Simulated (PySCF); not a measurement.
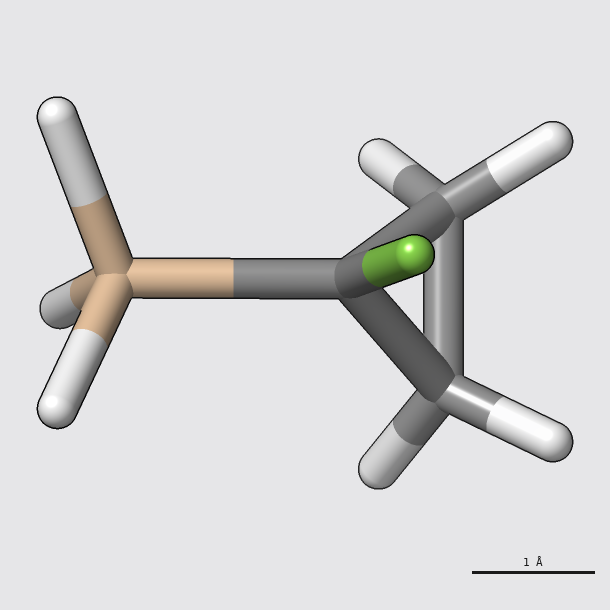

Stick drawing of a structure. Every bond is drawn as one stick, whatever its order. Colours: fluorine green, carbon grey, silicon light orange, hydrogen white.

The computed structure is the end point of a PBE0-D3(BJ)/def2-SVP optimisation. No frequency run is at hand to confirm it as a minimum.

Identify the structure.

It has 12 atoms: 3 carbon, 7 hydrogen, 1 fluorine and 1 silicon (C₃H₇FSi). SMILES: `FC1([SiH3])CC1`. Independent rings (smallest set): 1 of 3 members. Among its groups: C–F bond, Si–H bond. Coordination, clear cases only: 1 Si tetrahedral.

More results for the same structure follow; atom numbers are the same in all pictures, views and colours differ.

### Levels of theory compared

No frequency run is at hand to confirm it as a minimum. Program: PySCF 2.14.0.

Tabulate HOMO energy (eV), dipole (D) at these levels: B3LYP/pcSseg-2; B97-D/pcSseg-2; BLYP/pcSseg-2; BP86/pcSseg-2; HF/pcSseg-2; KT2/pcSseg-2; KT3/pcSseg-2; LDA/pcSseg-2; OPBE/pcSseg-2; PBE/pcSseg-2.

```csv
level,HOMO energy (eV),dipole (D)
B3LYP/pcSseg-2,−7.99,1.61
B97-D/pcSseg-2,−6.79,1.52
BLYP/pcSseg-2,−6.70,1.53
BP86/pcSseg-2,−6.90,1.52
HF/pcSseg-2,−11.31,1.78
KT2/pcSseg-2,−6.86,1.53
KT3/pcSseg-2,−6.90,1.51
LDA/pcSseg-2,−6.95,1.57
OPBE/pcSseg-2,−6.77,1.48
PBE/pcSseg-2,−6.81,1.51
```

### NMR shielding

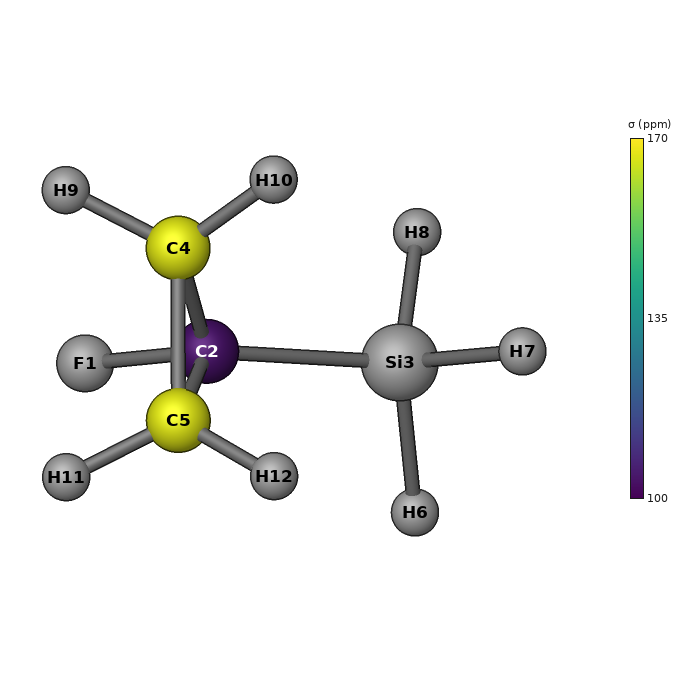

Atoms are coloured by their isotropic NMR shieldings (C only, the others grey). No frequency run is at hand to confirm it as a minimum. Properties computed with GIAO LDA/pcSseg-2 NMR shielding, non-relativistic, gas phase (PySCF 2.14.0).

Give the isotropic NMR shieldings of the C atoms atom by atom.

| atom | σ (ppm) |
| --- | --- |
| C2 | 103.8 |
| C4 | 166.4 |
| C5 | 166.2 |

### Ring current

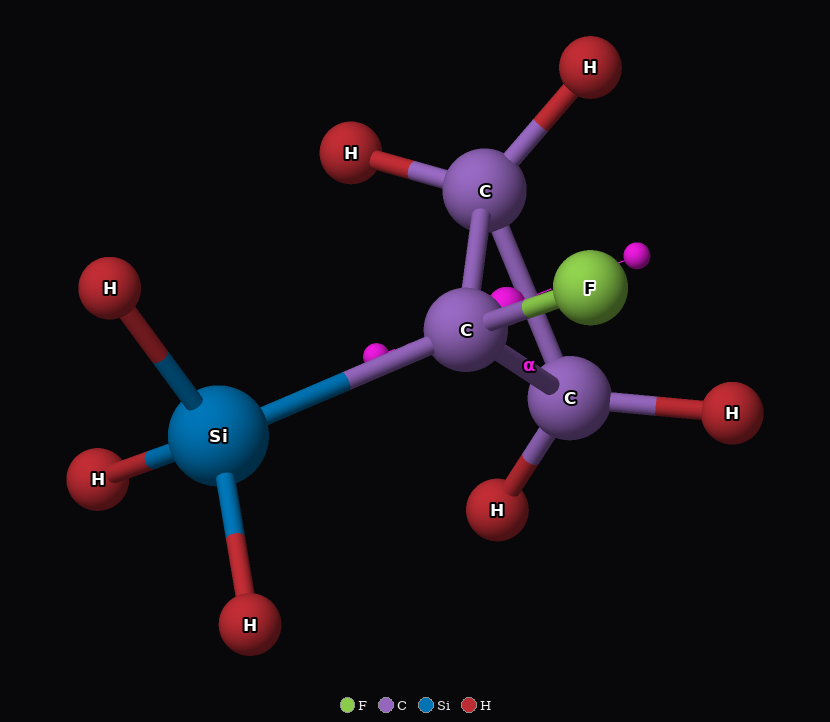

The small points mark where nucleus-independent chemical shifts (NICS) were computed: at the centre of each lettered ring and 1 Å above and below it. No frequency run is at hand to confirm it as a minimum. Method: GIAO OPBE/pcSseg-2 NMR shielding, non-relativistic, gas phase (PySCF 2.14.0).

Give NICS(0), NICS(1) and the out-of-plane component NICS(1)zz for each ring (means of the two sides).

```json
{"ring": "α", "members": "C3", "NICS(0)": "−40.6", "NICS(1)": "−8.5", "NICS(1)zz": "−21.2"}
```

Values in ppm.
